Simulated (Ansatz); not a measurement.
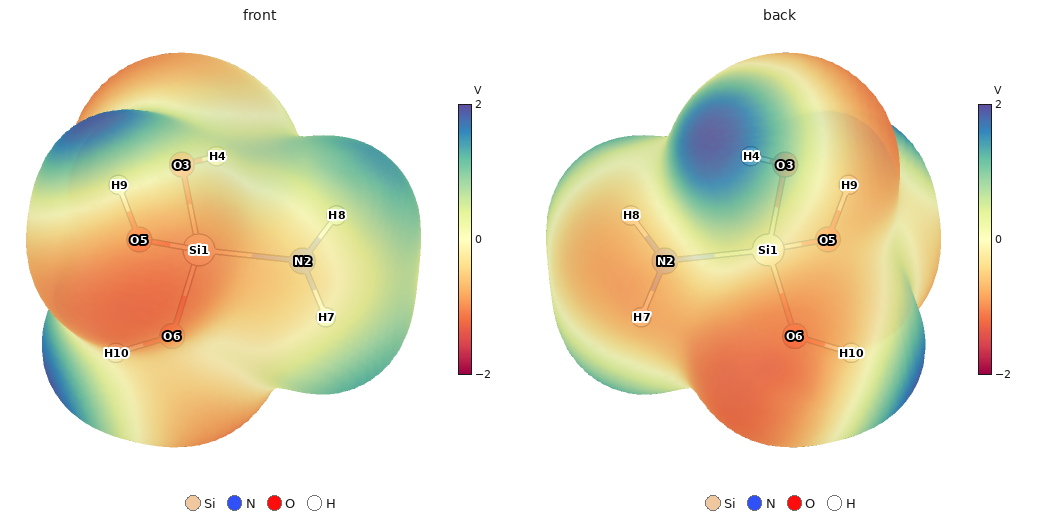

H5NO3Si. The electrostatic potential painted on the density surface at 0.001 e/bohr³, seen from the front and from behind; red is negative and blue positive.

The reactant side of a reaction path; geometry: PBE0-D4/def2-TZVP.

Theory: RKS PBE0-D4/def2-TZVPP in Ansatz 0.2.0.

Input file:

```
crystal:
  periodic: [false, false, false]
  atoms:
    - {symbol: Si, position_ang: [-0.186010, -0.041395, 0.051308]}
    - {symbol: N, position_ang: [1.503731, 0.116934, 0.039093]}
    - {symbol: O, position_ang: [-0.703445, -0.336838, -1.478413]}
    - {symbol: H, position_ang: [-0.213511, -1.003118, -1.962311]}
    - {symbol: O, position_ang: [-1.090605, 1.246839, 0.513236]}
    - {symbol: O, position_ang: [-0.450676, -1.231882, 1.138959]}
    - {symbol: H, position_ang: [2.022117, -0.022715, 0.890246]}
    - {symbol: H, position_ang: [1.962624, 0.766417, -0.576679]}
    - {symbol: H, position_ang: [-1.542133, 1.710369, -0.193181]}
    - {symbol: H, position_ang: [-1.301893, -1.204714, 1.577743]}
basis:
  gaussian: {orbitals: def2-TZVPP}
hamiltonian: {xc: pbe0, dispersion: d4}
output: {orbitals: {seedname: orbitals}}
```

Launched as:

```sh
ansatz run in.yaml --threads 4 --pin off --events-out ev --progress --plain --max-ram 9574MiB
```

Question: Which sites attract a positive test charge, and which a negative one?

Answer: A positive charge is drawn to the negative regions and a negative charge to the positive ones. The most negative region (about −1.2 V) lies over O5 and O6, the most positive (about +1.9 V) over H4, H9 and H10.
